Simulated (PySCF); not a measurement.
Reaction (SMILES): ClO (OH-Cl) + H+ → [OH2+]Cl
B3LYP-D3(BJ)/def2-TZVP geometries, fixed; electronic energies without zero-point terms; positive where energy is released.

Basis-set convergence of the proton affinity at HF with PySCF. All functions are spherical. Density fitting with generated auxiliary sets. The proton sits at the site shown, which need not be the one that binds it best. No added dispersion term, no relativity. Functions are those of the species that has most. Reference: the value in def2-QZVPPD, 163.37 kcal/mol, itself unsure by roughly 0.15 kcal/mol (its mean distance from pcseg-3, def2-QZVPP, cc-pV(Q+d)Z). Deviations are taken from unrounded values.

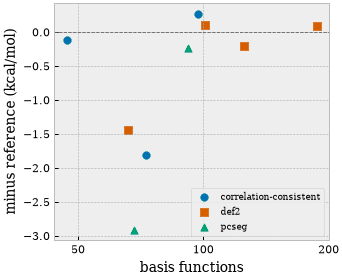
*Deviation from the reference against the number of basis functions, by family of sets.*

```json
[
 {"basis": "cc-pV(D+d)Z", "functions": "47", "proton affinity (kcal/mol)": "163.26", "minus reference (kcal/mol)": "-0.11"},
 {"basis": "def2-SVPD", "functions": "66", "proton affinity (kcal/mol)": "161.92", "minus reference (kcal/mol)": "-1.45"},
 {"basis": "aug-pcseg-1", "functions": "68", "proton affinity (kcal/mol)": "160.46", "minus reference (kcal/mol)": "-2.91"},
 {"basis": "aug-cc-pV(D+d)Z", "functions": "73", "proton affinity (kcal/mol)": "161.56", "minus reference (kcal/mol)": "-1.81"},
 {"basis": "pcseg-2", "functions": "92", "proton affinity (kcal/mol)": "163.13", "minus reference (kcal/mol)": "-0.24"},
 {"basis": "cc-pV(T+d)Z", "functions": "97", "proton affinity (kcal/mol)": "163.64", "minus reference (kcal/mol)": "0.27"},
 {"basis": "def2-TZVPP", "functions": "101", "proton affinity (kcal/mol)": "163.48", "minus reference (kcal/mol)": "0.11"},
 {"basis": "def2-TZVPPD", "functions": "125", "proton affinity (kcal/mol)": "163.16", "minus reference (kcal/mol)": "-0.21"},
 {"basis": "def2-QZVPP", "functions": "187", "proton affinity (kcal/mol)": "163.47", "minus reference (kcal/mol)": "0.10"}
]
```
